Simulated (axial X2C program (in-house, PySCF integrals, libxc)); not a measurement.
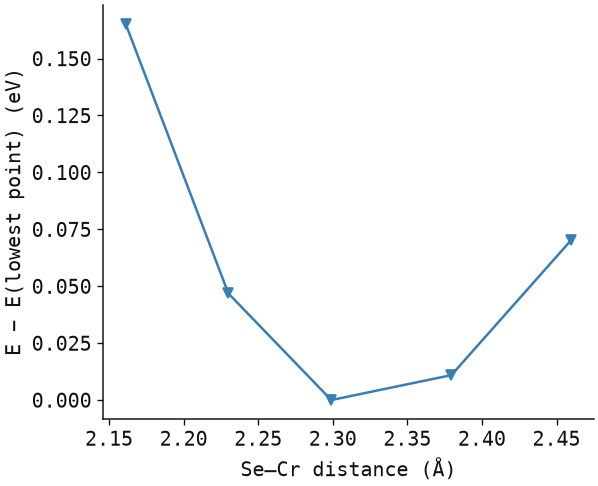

**Figure 1.** Energy at 5 bond lengths, for one set of occupations held fixed; the line joins the points. A polynomial of degree 3 through 5 points gives rₑ = 2.324 Å, ωₑ = 290.6 cm⁻¹ and Bₑ = 0.09918 cm⁻¹. The minimum lies 1.90 eV below Se⁻ + Cr, each computed as one determinant at the same level.

**SeCr⁻: relativistic diatomic calculation**

- system: SeCr⁻, single determinant with M_S = 5/2 and |Λ| = 1 (not the lowest found).
- method: PBE0, spin-free X2C-1e, Se dyall-acv3z, Cr dyall-acv3z (cores contracted) (axial X2C program (in-house, PySCF integrals, libxc))

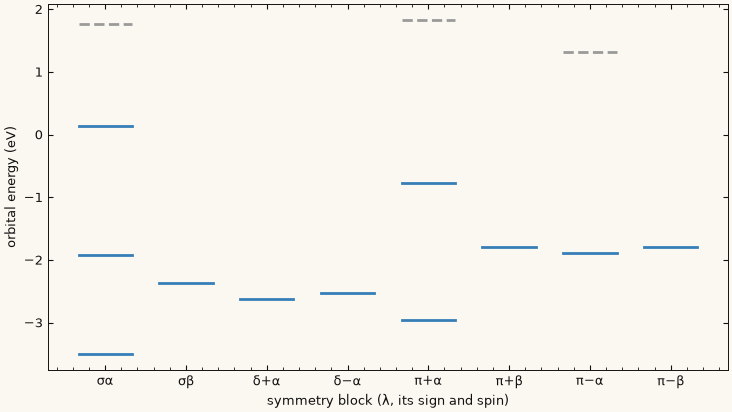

**Figure 2.** Orbital energies near the frontier at 2.30 Å, filled (solid) and empty (dashed); a label such as π−α means λ = −1 and α spin. The highest filled orbital (σα; 39 % Cr p, 31 % Cr s) lies at 0.13 eV, the lowest empty one (π−α; 41 % Cr d, 36 % Se p) at 1.32 eV. A filled level above zero is held only by the finite basis .

Input and output of the run follow.

## Input file
```
{"zs": [34, 24], "q": -1, "bas": ["dyall-acv3z", "dyall-acv3z"], "levels": ["PBE0", "HF", "LDA"], "cc": true, "r0": 2.18, "thr": -2.0, "nmax": 90, "npts": 10, "nst": 2, "ntry": 6}
```

The line is the task of a batch: nuclear charges, charge, bases, the levels to run, a first guess of the distance and further settings. This report covers PBE0 without spin-orbit coupling. The log is that of the reference distance 2.299 Å, started from orbitals converged before.

The run was one of a batch that the task file lists, launched with:
```bash
python <driver script> task.json out
```

## The program's output
```
spin-free X2C-1e  PBE0
basis functions 242  fitting functions 1336  grid points 5800
iter        total energy     max residual
   1      -3480.354657145     2.06e-05
   2      -3480.354657121     5.19e-05
   3      -3480.354657150     9.00e-06
   4      -3480.354657150     6.45e-06
converged
one-electron -5213.32865149  Coulomb 1682.64151835  exact exchange -33.74305539  xc functional -103.74900281  nuclear repulsion 187.82453419
```

## The points of the curve

| R (Å) | E (hartree) | dipole (D; origin at the first atom, positive when the second is positive) | highest filled (eV) | lowest empty (eV) |
| --- | --- | --- | --- | --- |
| 2.161 | −3480.348582 | −6.47 | 0.26 | 1.43 |
| 2.230 | −3480.352936 | −6.23 | 0.19 | 1.37 |
| 2.299 | −3480.354657 | −6.06 | 0.13 | 1.32 |
| 2.380 | −3480.354255 | −5.96 | 0.08 | 1.26 |
| 2.460 | −3480.352074 | −5.93 | 0.03 | 1.20 |

## Key numbers

- outcome: converged; a filled level lies above zero
- bond length rₑ: 2.324 Å
- ωₑ: 290.6 cm⁻¹
- energy at the minimum: −3480.35477 hartree
- depth below the fragments: 1.90 eV
- largest ⟨S²⟩ along the curve: 9.22
- hardware: 1 CPU thread, shared host
- wall time: 7.8 s

## Notes

The highest filled level (PBE0, up to 0.26 eV) lies above zero. That is common for anions, where the functional's self-interaction leaves the outer electrons unbound; only the finite basis holds them, so such levels depend on it. To bear in mind: 5 of the 10 points asked for were kept.
